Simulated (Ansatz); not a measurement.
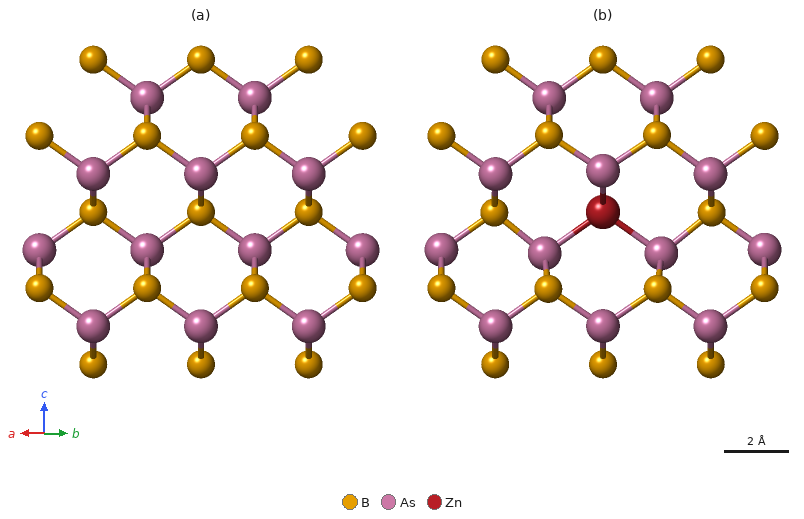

Left: perfect BAs. Right: the same region with one point defect, after relaxing the atoms in a supercell of 54 sites. Style: ball-and-stick. Shown: the atoms within 6.0 Å of one point, in a slice 5.0 Å thick across the line of sight, along [110].

Method: Ansatz 0.2.0, DFT, PBE, plane-wave PAW, default files, scalar-relativistic. Settings: plane-wave cutoff 420 eV; k-point mesh 2 × 2 × 2; occupations fermi dirac; smearing width 0.01 eV; no spin polarisation. A uniform background neutralises the charged cell. The axes drawn are those of the host's conventional cell.

> What kind of defect was made?

A boron atom is replaced by zinc.

The charge state of the cell is −1.

> How does the lattice respond?

In the host the B atom has 4 As at 2.07 Å; the Zn atom ends with 4 As at 2.24 Å. Of the host's atoms, an arsenic atom moves furthest from its site, by 0.17 Å. Relaxing the atoms from the host's sites lowers the energy by 1.59 eV.

Limits of the set-up: the cell is charged, on a uniform background, and energies carry no finite-size correction.
